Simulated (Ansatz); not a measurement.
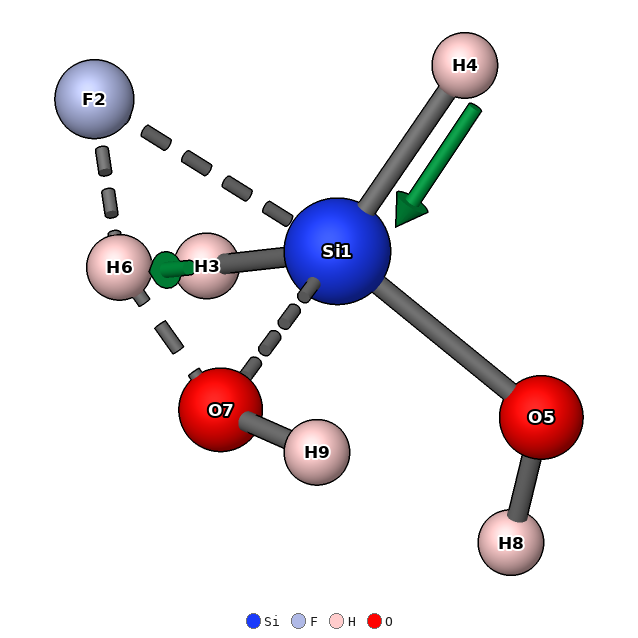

The arrows show one normal mode. Broken sticks mark bonds that form or break. Harmonic vibrations computed with RKS PBE0-D4/def2-TZVP (Ansatz 0.2.0) at a stationary point of the same level. It is a saddle point of order 1.

**Estimate its harmonic wavenumber.**

2302 cm⁻¹; it is mode 19 of 21 counted from the lowest.
